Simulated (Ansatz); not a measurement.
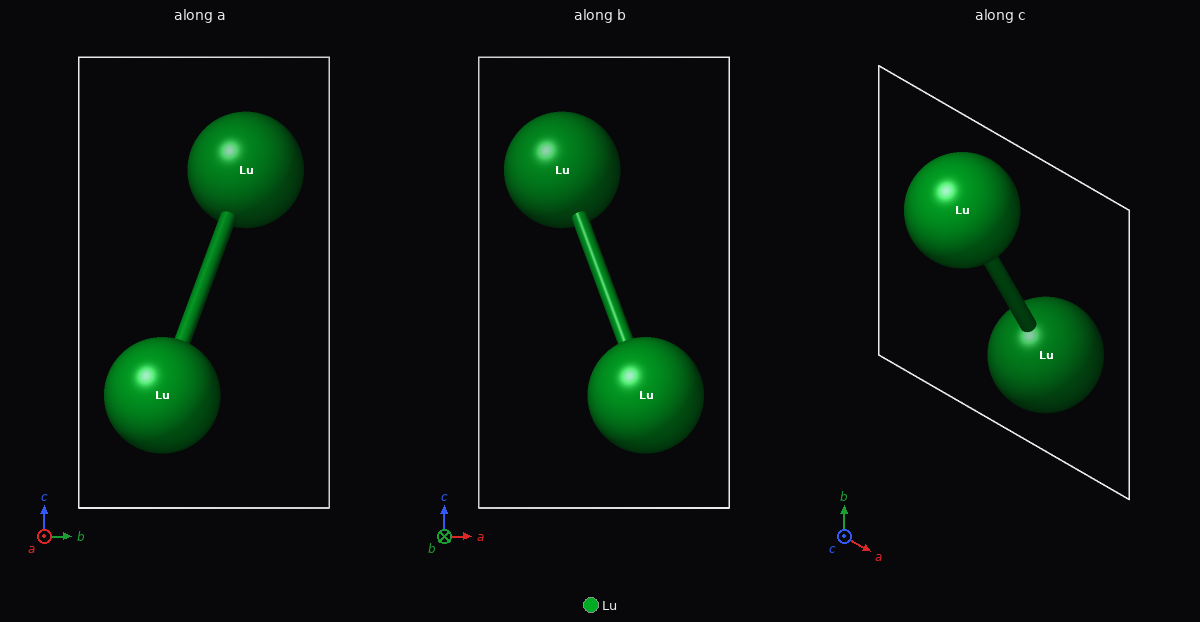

View along the a axis, along the b axis and along the c axis, drawn as a ball-and-stick model. The box is the conventional unit cell; atoms on or close to its faces, edges and corners are drawn wherever they repeat.

Cell constants: a = 3.501 Å, b = 3.501 Å, c = 5.457 Å, α = 90.00°, β = 90.00°, γ = 120.00°.

Count the atoms in the cell.

2 (lutetium), counting shared atoms by their share.

Determine the space group.

P6_3/mmc (No. 194), with Lu on 2d.

To which structure type does it belong?

Hexagonal close-packed (Mg type).

What extended units do the bonds make?

The bonds build a three-dimensional framework.

Starting structure: the standard structure of this element. It was relaxed at fixed volume with DFT PBE, spin-orbit coupling, plane waves, PAW (Ansatz 0.2.0).
